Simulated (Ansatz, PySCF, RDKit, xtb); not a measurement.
# BSiHS: a search for the lowest isomer, part 2 of 2

Only the formula BSiHS is given. Aim: find the structure of lowest free energy at 600 K, then its properties.

xtb, Ansatz and PySCF; isolated molecules. The steps go on from the part before.

### 12 Density, orbitals and dipole (PBE0/def2-TZVPD)

input.yaml

```yaml
crystal:
  periodic: [false, false, false]
  atoms:
    - {symbol: B, position_ang: [-0.171463, -0.733801, 0.251084]}
    - {symbol: S, position_ang: [-0.751145, 0.051428, 1.732094]}
    - {symbol: Si, position_ang: [0.451981, 1.136666, 0.279966]}
    - {symbol: H, position_ang: [-0.319764, -1.845162, -0.153424]}
basis:
  gaussian: {orbitals: def2-TZVPD}
hamiltonian: {xc: {name: PBE0}}
output: {forces: true, orbitals: {seedname: orbitals}}
```

On the command line:

```bash
$ ansatz run input.yaml --threads 1 --pin off --max-ram 2610MiB --events-out events.jsonl --progress --plain --runs-dir runs
```

Output, cut to the lines that bear on the results:

```text
Warning: RAYON_NUM_THREADS=1 ignored (pool sized by the plan → 1); use --threads N
Functional definition: PBE0
  name "PBE0"
[...]
827 factors; their error is unknown
[...]
mean field -19397.60992368 eV, -712.8490165229 hartree, gradient 5.3e-5 eV, S^2 0.000000; 0 other end points of the search recorded, 0 dependent functions left out
[...]
reference -19397.60995760 eV, -712.8490177697 hartree; 18, 18 occupied and 117, 117 virtual orbitals, 827 factors
Total energy: -19397.60995760 eV, -712.8490177697 hartree
Atom 0 at    -0.171463    -0.733801     0.251084 Å, force    -0.038678    -0.041518     0.043801 eV/Å
Atom 1 at    -0.751145     0.051428     1.732094 Å, force     0.157090     0.051266    -0.243771 eV/Å
Atom 2 at     0.451981     1.136666     0.279966 Å, force    -0.135877    -0.158004     0.142546 eV/Å
Atom 3 at    -0.319764    -1.845162    -0.153424 Å, force     0.017465     0.148256     0.057424 eV/Å
Dipole moment:     0.037541     0.002723    -0.063932 e Å
```

Wall time 2.9 s (1 thread of Intel Xeon 6975P-C (Granite Rapids), shared host).

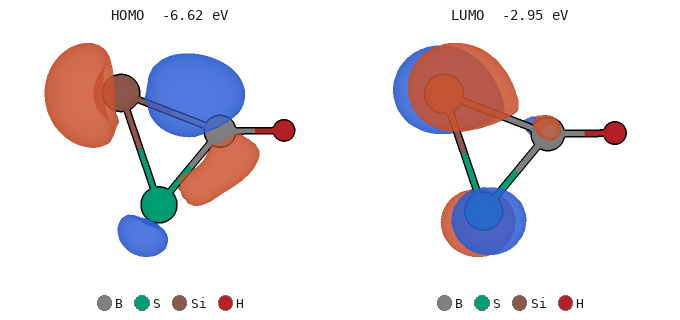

Frontier orbitals of this run, surfaces at ±0.2 Å^-3/2.

### 13 Frequencies after a tight-binding relaxation (GFN2-xTB)

start.xyz

```xyz
4
c312
B     -0.171463    -0.733801     0.251084
S     -0.751145     0.051428     1.732094
Si     0.451981     1.136666     0.279966
H     -0.319764    -1.845162    -0.153424
```

On the command line:

```bash
$ xtb start.xyz --gfn 2 --ohess tight
```

Output, cut to the lines that bear on the results:

```text
* xtb version 6.7.1
[...]
          :  # basis functions                  25          :
[...]
          :  # electrons                        14          :
[...]
          :  Hamiltonian                  GFN2-xTB          :
[...]
          :  net charge                          0          :
          :  unpaired electrons                  0          :
[...]
   *** convergence criteria satisfied after 15 iterations ***
[...]
   *** GEOMETRY OPTIMIZATION CONVERGED AFTER 8 ITERATIONS ***
[...]
   *** convergence criteria satisfied after 3 iterations ***
[...]
         ::                     SUMMARY                     ::
         :::::::::::::::::::::::::::::::::::::::::::::::::::::
         :: total energy              -6.665706152443 Eh    ::
         :: gradient norm              0.000047370251 Eh/a0 ::
         :: HOMO-LUMO gap              1.670525021445 eV    ::
         ::.................................................::
         :: SCC energy                -6.703255664747 Eh    ::
         :: -> isotropic ES            0.028408405761 Eh    ::
         :: -> anisotropic ES         -0.003416633508 Eh    ::
         :: -> anisotropic XC         -0.008496159462 Eh    ::
         :: -> dispersion             -0.002403881677 Eh    ::
         :: repulsion energy           0.037549512304 Eh    ::
         :: add. restraining           0.000000000000 Eh    ::
         :: total charge               0.000000000000 e     ::
         :::::::::::::::::::::::::::::::::::::::::::::::::::::
[...]
         7        2.0000           -0.3309165              -9.0047 (HOMO)
         8                         -0.2695258              -7.3342 (LUMO)
[...]
     #   Z          covCN         q      C6AA      α(0)
     1   5 B        2.783     0.201    18.283     7.149
Molecule has the following symmetry elements: (sigma)
It seems to be the Cs point group
     2  16 S        1.752    -0.423   159.784    21.277
     3  14 Si       1.793     0.320   188.033    29.142
     4   1 H        0.940    -0.098     5.494     3.664
[...]
          | TOTAL ENERGY               -6.665706152442 Eh   |
          | TOTAL ENTHALPY             -6.647761224211 Eh   |
          | TOTAL FREE ENERGY          -6.678695963929 Eh   |
          | GRADIENT NORM               0.000047353719 Eh/α |
[...]
```

Run time: 0.075 s. Hardware: 1 thread of Intel Xeon 6975P-C (Granite Rapids), shared host.

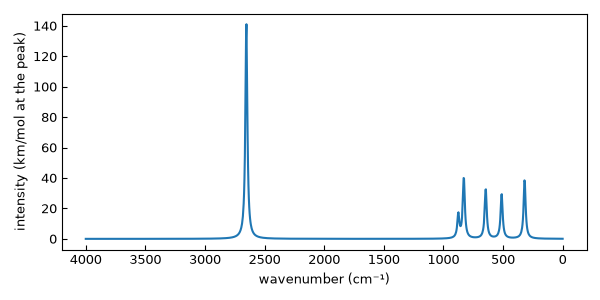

Harmonic infrared spectrum, unscaled, lines broadened by 10 cm⁻¹.

### 14 Electronic excitations (TD-CAM-B3LYP/def2-SVPD)

An in-house driver calls PySCF's response routines at TD-CAM-B3LYP/def2-SVPD; it has no typed input.

Output:

```text
coarse grid: 4960 points
cycle   1  E = -712.7790677021  dE =  2.578e-01  |g| = 2.078e-01  |ddm| = 2.312e+00
cycle   2  E = -712.7797162075  dE = -6.485e-04  |g| = 2.300e-01  |ddm| = 7.614e-01
cycle   3  E = -712.7985141661  dE = -1.880e-02  |g| = 2.470e-02  |ddm| = 3.726e-01
cycle   4  E = -712.7987225905  dE = -2.084e-04  |g| = 1.409e-02  |ddm| = 6.091e-02
cycle   5  E = -712.7987949531  dE = -7.236e-05  |g| = 2.520e-03  |ddm| = 3.069e-02
cycle   6  E = -712.7987979113  dE = -2.958e-06  |g| = 6.270e-04  |ddm| = 5.329e-03
final grid: 40256 points
cycle   7  E = -712.8759265309  dE = -4.408e-06  |g| = 5.496e-04  |ddm| = 1.612e-02
cycle   8  E = -712.8759266231  dE = -9.222e-08  |g| = 3.485e-04  |ddm| = 1.737e-03
cycle   9  E = -712.8759266587  dE = -3.557e-08  |g| = 1.226e-04  |ddm| = 6.742e-04
cycle  10  E = -712.8759266636  dE = -4.913e-09  |g| = 4.115e-05  |ddm| = 2.221e-04
cycle  11  E = -712.8759266643  dE = -7.062e-10  |g| = 1.008e-05  |ddm| = 8.308e-05
converged SCF energy = -712.8759266643

Static polarisability (au): isotropic 61.839, principal 46.798 62.983 75.736

Singlet excitations
state   eV       nm        f      main configurations
  1   2.2245    557.4   0.00181   H->L 0.99
  2   3.7286    332.5   0.00259   H-1->L 0.86, H->L+1 0.12
  3   4.0731    304.4   0.01491   H->L+1 0.83, H-1->L 0.11
  4   5.1144    242.4   0.00276   H->L+2 0.93
  5   5.4465    227.6   0.01332   H-2->L 0.84, H-1->L+2 0.12
  6   5.6193    220.6   0.01498   H-1->L+1 0.93
  7   6.0375    205.4   0.00549   H-3->L 0.92
  8   6.2936    197.0   0.04347   H->L+3 0.73, H->L+4 0.18

Triplet excitations (Tamm-Dancoff, eV): 1.5566 2.8391 3.4944
```

Run time: 3.9 s. Hardware: 1 thread of Intel Xeon 6975P-C (Granite Rapids), shared host.

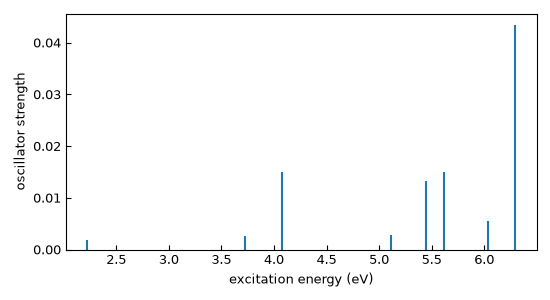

Vertical excitations as sticks.

The roots found:

```
excited state  energy (eV)  strength
            1        2.224    0.0018
            2        3.729    0.0026
            3        4.073    0.0149
            4        5.114    0.0028
            5        5.447    0.0133
            6        5.619    0.0150
            7        6.037    0.0055
            8        6.294    0.0435
```

### 15 NMR shieldings (GIAO PBE0/pcSseg-1)

An in-house driver calls PySCF's response routines at GIAO PBE0/pcSseg-1; it has no typed input.

Output:

```text
coarse grid: 4960 points
cycle   1  E = -712.7506368936  dE =  2.636e-01  |g| = 2.089e-01  |ddm| = 2.221e+00
cycle   2  E = -712.7313501365  dE =  1.929e-02  |g| = 3.111e-01  |ddm| = 8.466e-01
cycle   3  E = -712.7669184037  dE = -3.557e-02  |g| = 4.142e-02  |ddm| = 5.883e-01
cycle   4  E = -712.7672027390  dE = -2.843e-04  |g| = 2.704e-02  |ddm| = 7.817e-02
cycle   5  E = -712.7674525570  dE = -2.498e-04  |g| = 3.099e-03  |ddm| = 4.030e-02
cycle   6  E = -712.7674556651  dE = -3.108e-06  |g| = 7.833e-04  |ddm| = 5.561e-03
final grid: 40256 points
cycle   7  E = -712.7848789443  dE = -6.248e-06  |g| = 5.362e-03  |ddm| = 1.532e-02
cycle   8  E = -712.7848618428  dE =  1.710e-05  |g| = 8.875e-03  |ddm| = 1.613e-02
cycle   9  E = -712.7848869655  dE = -2.512e-05  |g| = 6.093e-04  |ddm| = 1.214e-02
cycle  10  E = -712.7848871079  dE = -1.424e-07  |g| = 1.723e-04  |ddm| = 1.370e-03
cycle  11  E = -712.7848871184  dE = -1.049e-08  |g| = 3.489e-05  |ddm| = 3.717e-04
cycle  12  E = -712.7848871188  dE = -3.936e-10  |g| = 1.007e-05  |ddm| = 5.911e-05
converged SCF energy = -712.7848871188

GIAO shielding tensors (ppm)
atom      isotropic    diamagn.    paramagn.     s11        s22        s33       span
  0 B        0.099     204.138    -204.038   -127.069    -21.677    149.044    276.113
  1 S     -261.691    1057.582   -1319.273  -1409.322   -609.666   1233.915   2643.237
  2 Si    -202.154     875.403   -1077.557  -1186.090   -192.153    771.783   1957.873
  3 H       19.585      29.810     -10.225      7.273     25.516     25.965     18.692
```

Wall time 2.8 s (1 thread of Intel Xeon 6975P-C (Granite Rapids), shared host).

Isotropic shieldings (absolute, not shifts):

```
atoms  shielding (ppm)
   B1              0.1
   S2           -261.7
  Si3           -202.2
   H4            19.58
```

### 16 The cation at the same geometry (PBE0/def2-TZVPD)

input.yaml, as its differences from that of step 12:

```diff
@@ -9,3 +9,4 @@
   gaussian: {orbitals: def2-TZVPD}
-hamiltonian: {xc: {name: PBE0}}
-output: {forces: true, orbitals: {seedname: orbitals}}
+hamiltonian: {xc: pbe0}
+total_charge: 1
+magnetization: {spin_polarized: true, initial_magnetization: 1}
```

On the command line:

```bash
$ ansatz run input.yaml --threads 1 --pin off --max-ram 2610MiB --events-out events.jsonl --progress --plain --runs-dir runs
```

Output:

```text
Warning: RAYON_NUM_THREADS=1 ignored (pool sized by the plan → 1); use --threads N
[... 2 set-up lines as earlier in the session ...]
  parameter a = 0.25
  parameter kappa = 0.804
  parameter beta = 0.06672455060314922
  exchange = (1 - a)*pbe_x(kappa = kappa, mu = beta*pi^2/3) + a*exact_x
  correlation = pbe_c(beta = beta)
827 factors; their error is unknown
mean field evaluation 1: about -19381.5936 eV, gradient 3.2e1 eV
mean field evaluation 2: about -19357.5638 eV, gradient 6.8e1 eV
mean field evaluation 4: about -19388.3127 eV, gradient 8.9e0 eV
mean field evaluation 8: about -19388.8360 eV, gradient 1.4e-1 eV
mean field evaluation 16: about -19388.8695 eV, gradient 8.8e-4 eV
mean field -19388.86954625 eV, -712.5278135770 hartree, gradient 3.1e-5 eV, S^2 0.763312; 0 other end points of the search recorded, 0 dependent functions left out
reference -19388.86957521 eV, -712.5278146413 hartree; 18, 17 occupied and 117, 118 virtual orbitals, 827 factors
Total energy: -19388.86957521 eV, -712.5278146413 hartree
```

Run time: 4.8 s. Hardware: 1 thread of Intel Xeon 6975P-C (Granite Rapids), shared host.

Difference from the parent: 8.74 eV.

### 17 The anion at the same geometry (PBE0/def2-TZVPD)

input.yaml, as its differences from that of step 16:

```diff
@@ -8,5 +8,11 @@
 basis:
-  gaussian: {orbitals: def2-TZVPD}
-hamiltonian: {xc: pbe0}
-total_charge: 1
-magnetization: {spin_polarized: true, initial_magnetization: 1}
+  gaussian:
+    orbitals: def2-TZVPD
+total_charge: -1
+magnetization:
+  spin_polarized: true
+  initial_magnetization: 1
+hamiltonian:
+  xc: {name: PBE0}
+scf:
+  lower_state_search: "off"
```

On the command line:

```bash
$ ansatz run input.yaml --threads 1 --pin off --max-ram 2610MiB --events-out events.jsonl --progress --plain --runs-dir runs
```

Output, cut to the lines that bear on the results:

```text
Warning: RAYON_NUM_THREADS=1 ignored (pool sized by the plan → 1); use --threads N
[... 2 set-up lines as earlier in the session ...]
[...]
827 factors; their error is unknown
[...]
mean field -19398.70306069 eV, -712.8891885670 hartree, gradient 6.3e-6 eV, S^2 0.758244; 0 other end points of the search recorded, 0 dependent functions left out
reference -19398.70309484 eV, -712.8891898222 hartree; 19, 18 occupied and 116, 117 virtual orbitals, 827 factors
Total energy: -19398.70309484 eV, -712.8891898222 hartree
Checks for a lower state left out: stability, starts, cluster_reference, orbital_swaps, neighbouring_geometries, increment
```

Run time: 2.4 s. Hardware: 1 thread of Intel Xeon 6975P-C (Granite Rapids), shared host.

Parent less the species with the added electron: 1.09 eV.

### 18 The triplet at the same geometry (PBE0/def2-TZVPD)

input.yaml

```yaml
basis:
  gaussian:
    orbitals: def2-TZVPD
crystal:
  periodic: [false, false, false]
  atoms:
    - {symbol: B, position_ang: [-0.171463, -0.733801, 0.251084]}
    - {symbol: S, position_ang: [-0.751145, 0.051428, 1.732094]}
    - {symbol: Si, position_ang: [0.451981, 1.136666, 0.279966]}
    - {symbol: H, position_ang: [-0.319764, -1.845162, -0.153424]}
magnetization:
  spin_polarized: true
  initial_magnetization: 2
hamiltonian:
  xc: {name: PBE0}
```

On the command line:

```bash
$ ansatz run input.yaml --threads 1 --pin off --max-ram 2610MiB --events-out events.jsonl --progress --plain --runs-dir runs
```

Output, cut to the lines that bear on the results:

```text
Warning: RAYON_NUM_THREADS=1 ignored (pool sized by the plan → 1); use --threads N
[... 7 set-up lines as earlier in the session ...]
827 factors; their error is unknown
mean field evaluation 1: about -19391.5390 eV, gradient 2.5e1 eV
mean field evaluation 2: about -19381.0656 eV, gradient 4.5e1 eV
mean field evaluation 4: about -19395.8885 eV, gradient 5.1e0 eV
mean field evaluation 8: about -19396.0794 eV, gradient 6.2e-2 eV
mean field evaluation 16: about -19396.1135 eV, gradient 7.4e-4 eV
mean field -19396.11352470 eV, -712.7940248748 hartree, gradient 5.8e-5 eV, S^2 2.014652; 2 other end points of the search recorded, 0 dependent functions left out
reference -19396.11355787 eV, -712.7940260939 hartree; 19, 17 occupied and 116, 118 virtual orbitals, 827 factors
Total energy: -19396.11355787 eV, -712.7940260939 hartree
```

Run time: 6 s. Hardware: 1 thread of Intel Xeon 6975P-C (Granite Rapids), shared host.

It lies 1.50 eV above the singlet.

### 19 Stability of the closed-shell solution (PBE0/def2-SVP)

input.py

```python
from pyscf import gto, dft

mol = gto.M(
    atom=[
    ('B', (-0.171463, -0.733801, 0.251084)),
    ('S', (-0.751145, 0.051428, 1.732094)),
    ('Si', (0.451981, 1.136666, 0.279966)),
    ('H', (-0.319764, -1.845162, -0.153424)),
],
    spin=0,
    basis='def2-svp',
    verbose=3,
    charge=0,
    max_memory=1860,
)

mf = dft.RKS(mol, xc='pbe0')
mf = mf.density_fit(auxbasis='def2-universal-jkfit')
mf.grids.level = 3
mf.max_cycle = 100
mf.kernel()
if not mf.converged:
    mf = mf.newton().run(mf.mo_coeff, mf.mo_occ)

e_final = mf.e_tot
print('E = %.10f Eh' % e_final)
mo_i, mo_e, stable_i, stable_e = mf.stability(internal=True, external=True, return_status=True)
print('stable: internal', stable_i, 'external', stable_e)
```

On the command line:

```bash
$ OMP_NUM_THREADS=1 python input.py
```

Output:

```text
converged SCF energy = -712.584846930455
E = -712.5848469305 Eh
<class 'pyscf.df.df_jk.DFRKS'> wavefunction is stable in the internal stability analysis
<class 'pyscf.df.df_jk.DFRKS'> wavefunction is stable in the real -> complex stability analysis
<class 'pyscf.df.df_jk.DFRKS'> wavefunction is stable in the RHF/RKS -> UHF/UKS stability analysis
stable: internal True external True
```

Run time: 16 s. Hardware: 1 thread of Intel Xeon 6975P-C (Granite Rapids), shared host.

### 20 Results

The summary covers parts 1 to 2.

| quantity | value |
| --- | --- |
| lowest structure found | [BH]1[Si][S]1 ‡, singlet, Cs |
| next finalist | [SiH]B=S, singlet, 17.0 kcal/mol higher in G |
| share at equilibrium, among the finalists | 100.0 % |
| funnel | 31 starts, 13 minima at GFN2-xTB, 9 screening runs, 3 relaxed, 3 ranked |
| CPU time of all runs | 4.7 min |
| harmonic wavenumbers, lowest and highest (PBE0-D3(BJ)/pcseg-1) | 466 and 2748 cm⁻¹ |
| rotational constants, same geometry | 0.6289, 0.2364, 0.1718 cm⁻¹ |
| dipole moment (PBE0/def2-TZVPD) | 0.36 D |
| HOMO energy (PBE0/def2-TZVPD) | -6.62 eV |
| LUMO energy (PBE0/def2-TZVPD) | -2.95 eV |
| HOMO–LUMO gap (PBE0/def2-TZVPD) | 3.67 eV |
| lowest excitation (TD-CAM-B3LYP/def2-SVPD) | 2.22 eV (f = 0.002) |
| strongest of the states computed, same level | 6.29 eV (f = 0.043) |
| lowest triplet excitation, same level, Tamm-Dancoff | 1.56 eV |
| vertical ionisation energy | 8.74 eV |
| vertical electron affinity | 1.09 eV |
| vertical triplet less singlet | +1.50 eV |

What this shows: The search ends on `[BH]1[Si][S]1` ‡. It came from a random start; the drawn patterns missed it. The margin of 17.0 kcal/mol over the next finalist is beyond the usual error of the last level; it says nothing of structures that weren't ranked. r2SCAN-D4/def2-SVP, PBE0-D3(BJ)/pcseg-1, HF/def2-TZVPP and MP2/def2-TZVPP already put its bonding pattern lowest among the structures in one piece. The largest share of the time went into recheck (29 %). A large T1 diagnostic among the finalists warns that one reference determinant may not suffice. It concerns: the finalist [SiH]B=S (singlet). The search is not exhaustive (a finite list of starts, one conformer a finalist), so a lower isomer can't be ruled out.

‡ marks the bonded skeleton alone, with all bonds drawn single: no Lewis structure was assigned that passes a check against the bond lengths.
